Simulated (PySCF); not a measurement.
**C4H8 (methylcyclopropane): levels of theory compared**

We compute a comparison of 6 runs (B3LYP/def2-SVP, BHLYP/def2-SVP, CAM-B3LYP/def2-SVP, PBE/def2-SVP, PBE0/def2-SVP, wB97X/def2-SVP) of C4H8 (methylcyclopropane). Input form: a Python script.

The results are computed with PySCF 2.14.0.

2 further runs of the same task are left out: 2 set aside as unsound or not needed.

## 1. The structure to begin with

C4H8 has 12 atoms, charge 0, and is taken as a singlet. As SMILES, `CC1CC1`. The coordinates come from a PBE0-D4/def2-TZVP relaxation.

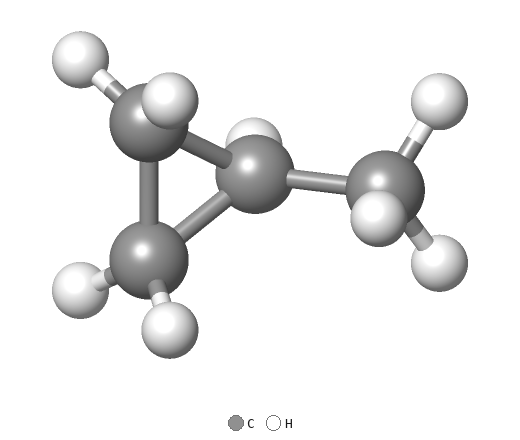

The structure, seen from a chosen angle (carbon grey, hydrogen white).

## 2. A single-point energy at B3LYP/def2-SVP (run 1)

The input, run.py:

```python
# CC1CC1
from pyscf import gto, dft

molecule = gto.M(
    atom='''
C   -0.930100   1.036200  -0.440400
C   -0.402900  -0.134500   0.337700
C    1.045700  -0.195600   0.710600
C    0.495500  -1.131900  -0.325100
H   -1.829400   0.769600  -1.002800
H   -1.181000   1.872900   0.217600
H   -0.184100   1.390700  -1.157200
H   -1.092100  -0.541300   1.071500
H    1.317400  -0.603500   1.676300
H    1.683100   0.612900   0.371600
H    0.763100  -0.952500  -1.360100
H    0.391900  -2.178100  -0.065700
''',
    basis='def2-svp',
    verbose=4,
    spin=0,
    max_memory=1860,
)

mf = dft.RKS(molecule, xc='b3lyp')
mf.grids.level = 5
mf.conv_tol = 1e-10
mf.kernel()
if not mf.converged:
    mf = mf.newton().run(mf.mo_coeff, mf.mo_occ)

e_tot = mf.e_tot
print('Final energy', e_tot)
```

Command:

```sh
OMP_NUM_THREADS=1 python run.py
```

Standard output:

```text
PySCF version 2.14.0

[... 80 lines left out ...]
converged SCF energy = -157.099038573171
Final energy -157.09903857317116
```

It took 29 s on 1 thread of Intel Xeon at 2.70GHz, shared host; peak memory 0.48 GiB.

## 3. The energy at BHLYP/def2-SVP (run 2)

The input, input.py:

```python
from pyscf import gto, dft

molecule = gto.Mole()
molecule.atom = [
    ('C', (-0.930100, 1.036200, -0.440400)),
    ('C', (-0.402900, -0.134500, 0.337700)),
    ('C', (1.045700, -0.195600, 0.710600)),
    ('C', (0.495500, -1.131900, -0.325100)),
    ('H', (-1.829400, 0.769600, -1.002800)),
    ('H', (-1.181000, 1.872900, 0.217600)),
    ('H', (-0.184100, 1.390700, -1.157200)),
    ('H', (-1.092100, -0.541300, 1.071500)),
    ('H', (1.317400, -0.603500, 1.676300)),
    ('H', (1.683100, 0.612900, 0.371600)),
    ('H', (0.763100, -0.952500, -1.360100)),
    ('H', (0.391900, -2.178100, -0.065700)),
]
molecule.verbose = 3
molecule.max_memory = 1860
molecule.basis = 'def2-svp'
molecule.charge = 0
molecule.build()

ks = dft.RKS(molecule)
ks.xc = 'bhandhlyp'
ks.conv_tol = 1e-10
ks.grids.level = 5
ks.kernel()
if not ks.converged:
    ks = ks.newton().run(ks.mo_coeff, ks.mo_occ)

e_tot = ks.e_tot
print(f'total energy: {e_tot:.8f} hartree')
```

Command:

```sh
OMP_NUM_THREADS=1 python input.py
```

Standard output:

```text
converged SCF energy = -156.991864517835
total energy: -156.99186452 hartree
```

Run time: 24 s. Hardware: 1 thread of Intel Xeon at 2.70GHz, shared host; peak memory 0.48 GiB.

Runs 3 to 5 aren't shown in full; the table further down has their settings and results.

## 4. The energy at wB97X/def2-SVP (run 6)

The input, start.xyz:

```xyz
12
C4H8
C     -0.930100     1.036200    -0.440400
C     -0.402900    -0.134500     0.337700
C      1.045700    -0.195600     0.710600
C      0.495500    -1.131900    -0.325100
H     -1.829400     0.769600    -1.002800
H     -1.181000     1.872900     0.217600
H     -0.184100     1.390700    -1.157200
H     -1.092100    -0.541300     1.071500
H      1.317400    -0.603500     1.676300
H      1.683100     0.612900     0.371600
H      0.763100    -0.952500    -1.360100
H      0.391900    -2.178100    -0.065700
```

The input, job.py:

```python
# CC1CC1
from pyscf import gto, dft

mol = gto.Mole()
mol.atom = 'start.xyz'
mol.verbose = 4
mol.max_memory = 1860
mol.basis = 'def2-svp'
mol.build()

mf = dft.RKS(mol)
mf.xc = 'wb97x'
mf.grids.level = 5
mf.conv_tol = 1e-10
mf.kernel()
if not mf.converged:
    mf = mf.newton().run(mf.mo_coeff, mf.mo_occ)

e_final = mf.e_tot
print('E = %.10f Eh' % e_final)
```

Command:

```sh
OMP_NUM_THREADS=1 python job.py
```

Standard output:

```text
PySCF version 2.14.0

[... 77 lines left out ...]
converged SCF energy = -157.059759636998
E = -157.0597596370 Eh
```

It took 30 s on 1 thread of Intel Xeon at 2.70GHz, shared host; peak memory 0.48 GiB.

## 5. All runs side by side

```
run               level  energy (Eh)  dipole moment (D)  HOMO energy (eV)  LUMO energy (eV)  wall time
  1      B3LYP/def2-SVP  -157.099039               0.14             -7.63              1.78       29 s
  2      BHLYP/def2-SVP  -156.991865               0.14             -9.10              2.83       24 s
  3  CAM-B3LYP/def2-SVP  -156.996479               0.14             -9.26              3.00       39 s
  4        PBE/def2-SVP  -156.869904               0.14             -6.54              1.26       42 s
  5       PBE0/def2-SVP  -156.905650               0.14             -7.89              2.13       26 s
  6      wB97X/def2-SVP  -157.059760               0.15            -10.31              4.28       30 s
```

## 6. Outcome

```
            quantity          value
 run 6: total energy  -157.05976 Eh
run 6: dipole moment         0.15 D
  run 6: HOMO energy      -10.31 eV
  run 6: LUMO energy        4.28 eV
run 6: HOMO–LUMO gap       14.59 eV
```

**Reading.** The dipole moment (its size) runs from 0.14 D (BHLYP/def2-SVP) to 0.15 D (wB97X/def2-SVP). The HOMO–LUMO gap runs from 7.80 eV (PBE/def2-SVP) to 14.59 eV (wB97X/def2-SVP). Totals of different functionals can't be ranked against each other. All runs together took 3.2 min, the longest 42 s.
